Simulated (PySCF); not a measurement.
**Te²⁺: excitation energy in x2c-QZVPPall**

Aim: the excitation energy of tellurium from differences of total energies, at each level of theory, and how far each lands from the tabulated value where there is one.

Program: PySCF 2.14.0. Level of theory: unrestricted determinants in a Gaussian basis, no spin-orbit coupling in the energies. These are calculated values, not measurements, unless marked.

## Step 1: The system

```
Element                                   : tellurium (Z = 52)
Basis                                     : x2c-QZVPPall
Hamiltonian                               : scalar relativity by spin-free X2C-1e
State 1                                   : Te²⁺: [Kr] 4d10 5s1 5p3, high-spin 5S determinant (an excited configuration)
Needed too, but not shown                 : Te²⁺ [Kr] 4d10 5s2 5p2 (3P)
Methods                                   : UHF, LDA, PBE, PBE0, r2SCAN, B2PLYP, TPSSh, r2SCANh, ROHF, MP2
Core shells frozen in the correlated runs : valence: [Kr] 4d10; valence and next inner shell: [Ar] 3d10 (for Te²⁺)
```

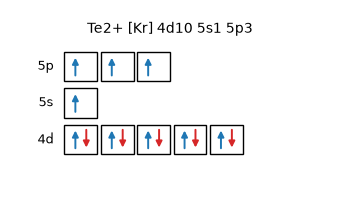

Occupation of the outer shells (arrows by Hund's rule).

The runs were made by one driver on top of PySCF. The scripts below sum up each run's settings (the driver also hands on starting orbitals that pick excited configurations, and frozen orbitals as a list rather than a count), and the logs come from the driver's own runs. The driver starts from symmetry-adapted Hartree-Fock orbitals, holds the occupation by maximum overlap and uses a logarithmic radial grid for functionals, so a plain start would take other cycles.

The integrals over 112 functions and the set-up took 5 s of CPU time.

## Step 2: Te²⁺ [Kr] 4d10 5s1 5p3: the ladder of methods

**UHF**

The input, input.py:

```python
from pyscf import gto, scf, dft, mp, cc
import basis_set_exchange as bse
mol = gto.M(atom="Te 0 0 0", charge=2, spin=4, symmetry="D2h",
            basis=gto.basis.parse(bse.get_basis("x2c-QZVPPall", elements=["Te"], fmt="nwchem")),
            nucmod="G")
mf = scf.UHF(mol).sfx2c1e()
mf.irrep_nelec = {'Ag': (9, 8), 'B1g': (2, 2), 'B2g': (2, 2), 'B3g': (2, 2), 'B1u': (4, 3), 'B2u': (4, 3), 'B3u': (4, 3)}
mf.kernel()
```

The program printed:

```text
damping factor = 0
level_shift factor = 0
DIIS = <class 'pyscf.scf.diis.CDIIS'>
diis_start_cycle = 1
diis_space = 10
diis_damp = 0
SCF conv_tol = 1e-09
SCF conv_tol_grad = None
number electrons alpha = 27  beta = 23
cycle= 1 E= -6789.78912933614  delta_E= -3.97e-10  |g|= 1.15e-05  |ddm|= 4.52e-05
converged SCF energy = -6789.78912933614  <S^2> = 6.0034295  2S+1 = 5.0013716
```

It used 2.3 s of CPU time after the integrals (shared host).

The occupied shells:

| shell | electrons | mean orbital energy (eV) | spread (eV) | rms radius (bohr) |
| --- | --- | --- | --- | --- |
| 1s α | 1 | -31992.7 | 0 | 0.0318 |
| 1s β | 1 | -31992.3 | 0 | 0.0318 |
| 2s α | 1 | -5020.8 | 0 | 0.130 |
| 2s β | 1 | -5020.6 | 0 | 0.130 |
| 2p α | 3 | -4505.3 | 0 | 0.116 |
| 2p β | 3 | -4505.0 | 0 | 0.116 |
| 3s α | 1 | -1057.6 | 0 | 0.343 |
| 3s β | 1 | -1057.0 | 0 | 0.343 |
| 3p α | 3 | -885.48 | 0 | 0.343 |
| 3p β | 3 | -885.02 | 0 | 0.343 |
| 3d α | 5 | -624.27 | 0 | 0.322 |
| 3d β | 5 | -624.09 | 0 | 0.322 |
| 4s α | 1 | -214.30 | 0 | 0.815 |
| 4s β | 1 | -213.04 | 0 | 0.815 |
| 4p α | 3 | -158.34 | 0 | 0.876 |
| 4p β | 3 | -157.38 | 0 | 0.876 |
| 4d α | 5 | -73.851 | 0 | 1.04 |
| 4d β | 5 | -73.051 | 0 | 1.04 |
| 5s α | 1 | -42.787 | 0 | 2.12 |
| 5p α | 3 | -28.937 | 0 | 2.45 |

⟨S²⟩ = 6.003, ⟨L²⟩ = 0.00.

Spin-orbit constants on these orbitals (cm⁻¹; bare nucleus, screened nucleus, mean field): 5p 5380, 5173, n/a.

**LDA**

Changes to input.py:

```diff
@@ -5,3 +5,3 @@
             nucmod="G")
-mf = scf.UHF(mol).sfx2c1e()
+mf = dft.UKS(mol, xc="LDA,VWN").sfx2c1e()
 mf.irrep_nelec = {'Ag': (9, 8), 'B1g': (2, 2), 'B2g': (2, 2), 'B3g': (2, 2), 'B1u': (4, 3), 'B2u': (4, 3), 'B3u': (4, 3)}
```

The program printed:

```text
damping factor = 0
level_shift factor = 0
DIIS = <class 'pyscf.scf.diis.CDIIS'>
diis_start_cycle = 1
diis_space = 10
diis_damp = 0
SCF conv_tol = 1e-09
SCF conv_tol_grad = None
number electrons alpha = 27  beta = 23
XC functionals = LDA,VWN
    P. A. M. Dirac.,  Math. Proc. Cambridge Philos. Soc. 26, 376 (1930)
    F. Bloch.,  Z. Phys. 57, 545 (1929)
    S. H. Vosko, L. Wilk, and M. Nusair.,  Can. J. Phys. 58, 1200 (1980)
cycle= 1 E= -6786.13004578693  delta_E= -0.0464  |g|= 0.0664  |ddm|= 0.392
cycle= 2 E= -6786.13009416287  delta_E= -4.84e-05  |g|= 0.0186  |ddm|= 0.0162
cycle= 3 E= -6786.13010041908  delta_E= -6.26e-06  |g|= 0.0047  |ddm|= 0.00427
cycle= 4 E= -6786.13010181188  delta_E= -1.39e-06  |g|= 0.00129  |ddm|= 0.00237
cycle= 5 E= -6786.13010198641  delta_E= -1.75e-07  |g|= 1.95e-05  |ddm|= 0.000683
cycle= 6 E= -6786.13010198648  delta_E= -6.73e-11  |g|= 5.99e-07  |ddm|= 2.1e-05
converged SCF energy = -6786.13010198648  <S^2> = 6.001109  2S+1 = 5.0004436
```

CPU time 2.1 s on a shared host, the integrals not counted.

**PBE**

Changes to input.py:

```diff
@@ -5,3 +5,3 @@
             nucmod="G")
-mf = dft.UKS(mol, xc="LDA,VWN").sfx2c1e()
+mf = dft.UKS(mol, xc="PBE").sfx2c1e()
 mf.irrep_nelec = {'Ag': (9, 8), 'B1g': (2, 2), 'B2g': (2, 2), 'B3g': (2, 2), 'B1u': (4, 3), 'B2u': (4, 3), 'B3u': (4, 3)}
```

The program printed:

```text
damping factor = 0
level_shift factor = 0
DIIS = <class 'pyscf.scf.diis.CDIIS'>
diis_start_cycle = 1
diis_space = 10
diis_damp = 0
SCF conv_tol = 1e-09
SCF conv_tol_grad = None
number electrons alpha = 27  beta = 23
XC functionals = PBE
    J. P. Perdew, K. Burke, and M. Ernzerhof.,  Phys. Rev. Lett. 77, 3865 (1996)
    J. P. Perdew, K. Burke, and M. Ernzerhof.,  Phys. Rev. Lett. 78, 1396 (1997)
    J. P. Perdew, K. Burke, and M. Ernzerhof.,  Phys. Rev. Lett. 77, 3865 (1996)
    J. P. Perdew, K. Burke, and M. Ernzerhof.,  Phys. Rev. Lett. 78, 1396 (1997)
cycle= 1 E= -6792.05700523522  delta_E= -0.0284  |g|= 0.0268  |ddm|= 0.369
cycle= 2 E= -6792.05702798376  delta_E= -2.27e-05  |g|= 0.00797  |ddm|= 0.0129
cycle= 3 E= -6792.05703372966  delta_E= -5.75e-06  |g|= 0.00556  |ddm|= 0.00776
cycle= 4 E= -6792.05703634222  delta_E= -2.61e-06  |g|= 0.000147  |ddm|= 0.00228
cycle= 5 E= -6792.05703634391  delta_E= -1.69e-09  |g|= 9.7e-06  |ddm|= 8.85e-05
cycle= 6 E= -6792.05703634393  delta_E= -1.82e-11  |g|= 7.4e-07  |ddm|= 1.31e-05
converged SCF energy = -6792.05703634393  <S^2> = 6.0012474  2S+1 = 5.0004989
```

It used 3.3 s of CPU time after the integrals (shared host).

**PBE0**

Changes to input.py:

```diff
@@ -5,3 +5,3 @@
             nucmod="G")
-mf = dft.UKS(mol, xc="PBE").sfx2c1e()
+mf = dft.UKS(mol, xc="PBE0").sfx2c1e()
 mf.irrep_nelec = {'Ag': (9, 8), 'B1g': (2, 2), 'B2g': (2, 2), 'B3g': (2, 2), 'B1u': (4, 3), 'B2u': (4, 3), 'B3u': (4, 3)}
```

The program printed:

```text
damping factor = 0
level_shift factor = 0
DIIS = <class 'pyscf.scf.diis.CDIIS'>
diis_start_cycle = 1
diis_space = 10
diis_damp = 0
SCF conv_tol = 1e-09
SCF conv_tol_grad = None
number electrons alpha = 27  beta = 23
XC functionals = PBE0
    C. Adamo and V. Barone.,  J. Chem. Phys. 110, 6158 (1999)
    M. Ernzerhof and G. E. Scuseria.,  J. Chem. Phys. 110, 5029 (1999)
cycle= 1 E= -6792.15296179269  delta_E= -0.0159  |g|= 0.0223  |ddm|= 0.277
cycle= 2 E= -6792.15299746165  delta_E= -3.57e-05  |g|= 0.0118  |ddm|= 0.015
cycle= 3 E= -6792.15301123996  delta_E= -1.38e-05  |g|= 0.00447  |ddm|= 0.00814
cycle= 4 E= -6792.15301242901  delta_E= -1.19e-06  |g|= 0.000183  |ddm|= 0.00111
cycle= 5 E= -6792.15301243418  delta_E= -5.17e-09  |g|= 1.6e-05  |ddm|= 0.000133
cycle= 6 E= -6792.15301243422  delta_E= -3.64e-11  |g|= 3.49e-07  |ddm|= 2.61e-05
converged SCF energy = -6792.15301243422  <S^2> = 6.0015285  2S+1 = 5.0006113
```

It used 4.6 s of CPU time after the integrals (shared host).

**r2SCAN**

Changes to input.py:

```diff
@@ -5,3 +5,3 @@
             nucmod="G")
-mf = dft.UKS(mol, xc="PBE0").sfx2c1e()
+mf = dft.UKS(mol, xc="R2SCAN").sfx2c1e()
 mf.irrep_nelec = {'Ag': (9, 8), 'B1g': (2, 2), 'B2g': (2, 2), 'B3g': (2, 2), 'B1u': (4, 3), 'B2u': (4, 3), 'B3u': (4, 3)}
```

The program printed:

```text
damping factor = 0
level_shift factor = 0
DIIS = <class 'pyscf.scf.diis.CDIIS'>
diis_start_cycle = 1
diis_space = 10
diis_damp = 0
SCF conv_tol = 1e-09
SCF conv_tol_grad = None
number electrons alpha = 27  beta = 23
XC functionals = R2SCAN
    J. W. Furness, A. D. Kaplan, J. Ning, J. P. Perdew, and J. Sun.,  J. Phys. Chem. Lett. 11, 8208-8215 (2020)
    J. W. Furness, A. D. Kaplan, J. Ning, J. P. Perdew, and J. Sun.,  J. Phys. Chem. Lett. 11, 9248-9248 (2020)
    J. W. Furness, A. D. Kaplan, J. Ning, J. P. Perdew, and J. Sun.,  J. Phys. Chem. Lett. 11, 8208-8215 (2020)
    J. W. Furness, A. D. Kaplan, J. Ning, J. P. Perdew, and J. Sun.,  J. Phys. Chem. Lett. 11, 9248-9248 (2020)
cycle= 1 E= -6792.51909338829  delta_E= -0.0135  |g|= 0.0351  |ddm|= 0.251
cycle= 2 E= -6792.51912346326  delta_E= -3.01e-05  |g|= 0.0106  |ddm|= 0.0107
cycle= 3 E= -6792.51912555599  delta_E= -2.09e-06  |g|= 0.00143  |ddm|= 0.00227
cycle= 4 E= -6792.51912567974  delta_E= -1.24e-07  |g|= 0.000672  |ddm|= 0.00106
cycle= 5 E= -6792.51912572519  delta_E= -4.54e-08  |g|= 2.29e-05  |ddm|= 0.00031
cycle= 6 E= -6792.51912572524  delta_E= -5e-11  |g|= 6.88e-07  |ddm|= 1.8e-05
converged SCF energy = -6792.51912572524  <S^2> = 6.0026388  2S+1 = 5.0010554
```

CPU time 7.6 s on a shared host, the integrals not counted.

**B2PLYP**

Changes to input.py:

```diff
@@ -5,3 +5,3 @@
             nucmod="G")
-mf = dft.UKS(mol, xc="R2SCAN").sfx2c1e()
+mf = dft.UKS(mol, xc="0.53*HF + 0.47*B88, 0.73*LYP").sfx2c1e()
 mf.irrep_nelec = {'Ag': (9, 8), 'B1g': (2, 2), 'B2g': (2, 2), 'B3g': (2, 2), 'B1u': (4, 3), 'B2u': (4, 3), 'B3u': (4, 3)}
```

The program printed:

```text
damping factor = 0
level_shift factor = 0
DIIS = <class 'pyscf.scf.diis.CDIIS'>
diis_start_cycle = 1
diis_space = 10
diis_damp = 0
SCF conv_tol = 1e-09
SCF conv_tol_grad = None
number electrons alpha = 27  beta = 23
XC functionals = 0.53*HF + 0.47*B88, 0.73*LYP
    A. D. Becke.,  Phys. Rev. A 38, 3098 (1988)
    C. Lee, W. Yang, and R. G. Parr.,  Phys. Rev. B 37, 785 (1988)
    B. Miehlich, A. Savin, H. Stoll, and H. Preuss.,  Chem. Phys. Lett. 157, 200 (1989)
cycle= 1 E= -6791.80555718741  delta_E= -0.00778  |g|= 0.0183  |ddm|= 0.169
cycle= 2 E= -6791.80559465359  delta_E= -3.75e-05  |g|= 0.00514  |ddm|= 0.0215
cycle= 3 E= -6791.80559669033  delta_E= -2.04e-06  |g|= 0.00287  |ddm|= 0.00559
cycle= 4 E= -6791.80559729223  delta_E= -6.02e-07  |g|= 0.00011  |ddm|= 0.000766
cycle= 5 E= -6791.80559729489  delta_E= -2.66e-09  |g|= 3.2e-05  |ddm|= 0.000177
cycle= 6 E= -6791.80559729501  delta_E= -1.26e-10  |g|= 1.92e-06  |ddm|= 3.29e-05
converged SCF energy = -6791.80559729501  <S^2> = 6.0015636  2S+1 = 5.0006254
```

It used 5.2 s of CPU time after the integrals (shared host).

Script and log cover the SCF part. The PT2 part, added by the driver, -0.02098 hartree before scaling by 0.27, brings the total to -6791.811261 hartree.

**TPSSh**

Changes to input.py:

```diff
@@ -5,3 +5,3 @@
             nucmod="G")
-mf = dft.UKS(mol, xc="0.53*HF + 0.47*B88, 0.73*LYP").sfx2c1e()
+mf = dft.UKS(mol, xc="TPSSH").sfx2c1e()
 mf.irrep_nelec = {'Ag': (9, 8), 'B1g': (2, 2), 'B2g': (2, 2), 'B3g': (2, 2), 'B1u': (4, 3), 'B2u': (4, 3), 'B3u': (4, 3)}
```

The program printed:

```text
damping factor = 0
level_shift factor = 0
DIIS = <class 'pyscf.scf.diis.CDIIS'>
diis_start_cycle = 1
diis_space = 10
diis_damp = 0
SCF conv_tol = 1e-09
SCF conv_tol_grad = None
number electrons alpha = 27  beta = 23
XC functionals = TPSSH
    V. N. Staroverov, G. E. Scuseria, J. Tao, and J. P. Perdew.,  J. Chem. Phys. 119, 12129 (2003)
cycle= 1 E= -6792.22122538815  delta_E= -0.0157  |g|= 0.0408  |ddm|= 0.266
cycle= 2 E= -6792.22126434718  delta_E= -3.9e-05  |g|= 0.0122  |ddm|= 0.017
cycle= 3 E= -6792.22126703581  delta_E= -2.69e-06  |g|= 0.00182  |ddm|= 0.00252
cycle= 4 E= -6792.22126726219  delta_E= -2.26e-07  |g|= 0.000695  |ddm|= 0.0012
cycle= 5 E= -6792.2212673097  delta_E= -4.75e-08  |g|= 2.1e-05  |ddm|= 0.000299
cycle= 6 E= -6792.22126730976  delta_E= -6.18e-11  |g|= 9.52e-07  |ddm|= 2.43e-05
converged SCF energy = -6792.22126730976  <S^2> = 6.0014566  2S+1 = 5.0005826
```

It used 8.9 s of CPU time after the integrals (shared host).

**r2SCANh**

Changes to input.py:

```diff
@@ -5,3 +5,3 @@
             nucmod="G")
-mf = dft.UKS(mol, xc="TPSSH").sfx2c1e()
+mf = dft.UKS(mol, xc="HYB_MGGA_XC_R2SCANH").sfx2c1e()
 mf.irrep_nelec = {'Ag': (9, 8), 'B1g': (2, 2), 'B2g': (2, 2), 'B3g': (2, 2), 'B1u': (4, 3), 'B2u': (4, 3), 'B3u': (4, 3)}
```

The program printed:

```text
damping factor = 0
level_shift factor = 0
DIIS = <class 'pyscf.scf.diis.CDIIS'>
diis_start_cycle = 1
diis_space = 10
diis_damp = 0
SCF conv_tol = 1e-09
SCF conv_tol_grad = None
number electrons alpha = 27  beta = 23
XC functionals = HYB_MGGA_XC_R2SCANH
    M. Bursch, H. Neugebauer, S. Ehlert, and S. Grimme.,  J. Chem. Phys. 156, 134105 (2022)
cycle= 1 E= -6792.51292207693  delta_E= -0.0113  |g|= 0.0299  |ddm|= 0.237
cycle= 2 E= -6792.512952501  delta_E= -3.04e-05  |g|= 0.007  |ddm|= 0.0112
cycle= 3 E= -6792.51295358998  delta_E= -1.09e-06  |g|= 0.000304  |ddm|= 0.0027
cycle= 4 E= -6792.51295359772  delta_E= -7.74e-09  |g|= 5.51e-05  |ddm|= 0.000228
cycle= 5 E= -6792.51295359785  delta_E= -1.26e-10  |g|= 3.97e-05  |ddm|= 5.89e-05
cycle= 6 E= -6792.51295359799  delta_E= -1.45e-10  |g|= 5.07e-07  |ddm|= 1.69e-05
converged SCF energy = -6792.51295359799  <S^2> = 6.0025728  2S+1 = 5.001029
```

It used 8.8 s of CPU time after the integrals (shared host).

**ROHF**

The program printed:

```text
damping factor = 0
level_shift factor = 0
DIIS = <class 'pyscf.scf.diis.CDIIS'>
diis_start_cycle = 1
diis_space = 10
diis_damp = 0
SCF conv_tol = 1e-09
SCF conv_tol_grad = None
irrep_nelec {'Ag': (9, 8), 'B1g': (2, 2), 'B2g': (2, 2), 'B3g': (2, 2), 'Au': (0, 0), 'B1u': (4, 3), 'B2u': (4, 3), 'B3u': (4, 3)}
HOMO (B3u) = -0.777100303632437  LUMO (Ag) = -0.288449000556402
cycle= 1 E= -6789.78503023645  delta_E= 0.0041  |g|= 0.0106  |ddm|= 0.0717
HOMO (B3u) = -0.77712544725722  LUMO (Ag) = -0.288447997151986
cycle= 2 E= -6789.78505432636  delta_E= -2.41e-05  |g|= 0.00361  |ddm|= 0.00899
HOMO (B3u) = -0.777296936542598  LUMO (Ag) = -0.288462319704505
cycle= 3 E= -6789.78505514751  delta_E= -8.21e-07  |g|= 0.00138  |ddm|= 0.00276
HOMO (B3u) = -0.777435207812061  LUMO (Ag) = -0.288473719228814
cycle= 4 E= -6789.7850552388  delta_E= -9.13e-08  |g|= 6.87e-05  |ddm|= 0.000404
HOMO (B3u) = -0.777435451382814  LUMO (Ag) = -0.288471747685521
cycle= 5 E= -6789.78505523936  delta_E= -5.66e-10  |g|= 1.47e-05  |ddm|= 7.88e-05
converged SCF energy = -6789.78505523936
```

CPU time 1.3 s on a shared host, the integrals not counted.

Restricted open-shell Hartree-Fock on the same occupation, started from the unrestricted density.

## Step 3: Te²⁺ [Kr] 4d10 5s1 5p3, continued

**MP2 (valence)**

input.py, as its differences from that of step 2:

```diff
@@ -5,4 +5,5 @@
             nucmod="G")
-mf = dft.UKS(mol, xc="HYB_MGGA_XC_R2SCANH").sfx2c1e()
+mf = scf.UHF(mol).sfx2c1e()
 mf.irrep_nelec = {'Ag': (9, 8), 'B1g': (2, 2), 'B2g': (2, 2), 'B3g': (2, 2), 'B1u': (4, 3), 'B2u': (4, 3), 'B3u': (4, 3)}
 mf.kernel()
+mp.UMP2(mf, frozen=23).kernel()
```

No log was kept for this step.

It used 0.52 s of CPU time after the integrals (shared host).

With 4 electrons correlated, the MP2 correlation energy is -0.01739 hartree (-0.01739 same spin, 0.00000 opposite spin); the SCS form gives -0.00580. Largest pairs of shells: 5p-5p -0.0144, 5s-5p -0.0030, 5s-5s 0.0000.

**MP2 (valence and next inner shell)**

Changes to input.py:

```diff
@@ -8,2 +8,2 @@
 mf.kernel()
-mp.UMP2(mf, frozen=23).kernel()
+mp.UMP2(mf, frozen=14).kernel()
```

No log was kept for this step.

It used 2.9 s of CPU time after the integrals (shared host).

With 22 electrons correlated, the MP2 correlation energy is -0.65299 hartree (-0.24505 same spin, -0.40794 opposite spin); the SCS form gives -0.57122. Largest pairs of shells: 4d-4d -0.3340, 4p-4d -0.1060, 4d-5p -0.0738, 4p-4p -0.0388, 4s-4d -0.0301.

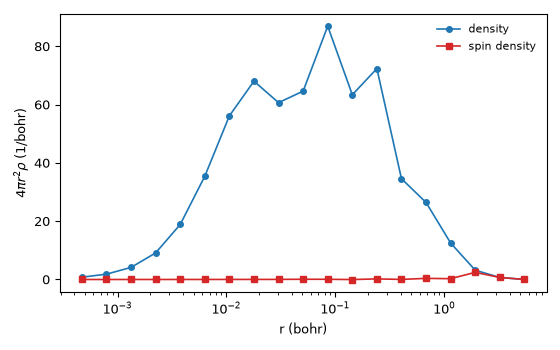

Radial density 4πr²ρ of Te²⁺ at UHF, without picture-change correction, at 19 stored radii joined by straight lines.

## Step 4: The energy differences

Excitation energy: Te²⁺ [Kr] 4d10 5s2 5p2 (3P) → Te²⁺ [Kr] 4d10 5s1 5p3 (5S).

| method | value (eV) |
| --- | --- |
| UHF | 5.365 |
| LDA | 8.173 |
| PBE | 7.882 |
| PBE0 | 7.399 |
| r2SCAN | 6.972 |
| B2PLYP | 7.417 |
| TPSSh | 7.463 |
| r2SCANh | 6.897 |
| ROHF | 5.354 |
| MP2 (valence) | 6.288 |
| SCS-MP2 (valence) | 6.690 |
| MP2 (valence and next inner shell) | 7.219 |
| SCS-MP2 (valence and next inner shell) | 7.444 |

A first-order spin-orbit estimate (lowest level to lowest level, LS coupling) adds 0.607 eV.

The differences also use runs on Te²⁺ [Kr] 4d10 5s2 5p2 (3P), which are not shown here.

## Step 5: Results

| quantity | value |
| --- | --- |
| excitation energy, Te²⁺ → [Kr] 4d10 5s1 5p3 | UHF 5.365, MP2 (valence and next inner shell) 7.219 eV |

The methods span 2.819 eV, from ROHF (5.354) to LDA (8.173). No reference value is at hand in this session. The basis is finite, and no extrapolation was made.
